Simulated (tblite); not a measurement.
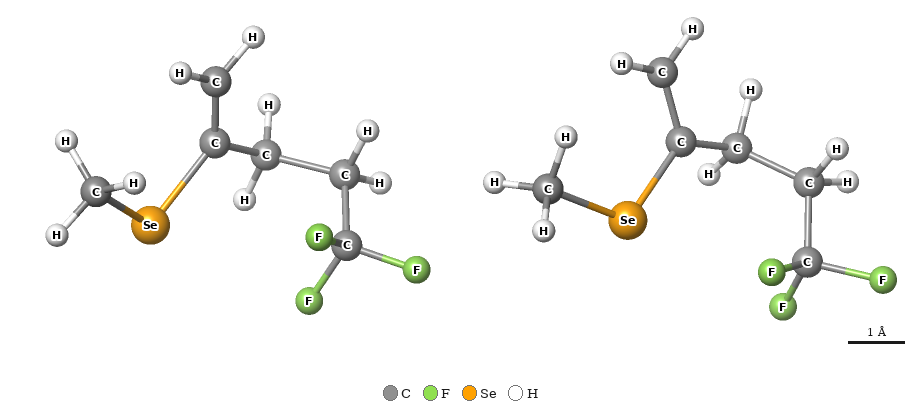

Two geometries of C6H9F3Se, drawn at one scale. One is the start of a relaxation, the other its converged end. The picture is a ball-and-stick view, seen from a free direction.

The calculation used GFN2-xTB geometry optimisation, gas phase in tblite 0.8.0. 

> Which one is relaxed?

The left one is the relaxed one. The largest move after the best rigid fit is that of an H atom, 0.99 Å. By element the largest moves are H 0.99 Å, F 0.72 Å, Se 0.69 Å, C 0.39 Å. Near-neighbour distances that change, for instance: C–F 1.424 → 1.346 Å, C–C 1.453 → 1.507 Å, C–H 1.141 → 1.092 Å, C–C 1.486 → 1.533 Å. Bond angles that change, for instance: C–C–Se 127.0° → 112.7°, C–Se–C 114.6° → 101.3°, C–C–Se 115.7° → 124.6°. Groups turn about C–C by about 40°, C–Se by about 30°. After 132 geometry steps the energy has fallen by 103.0 kJ/mol.
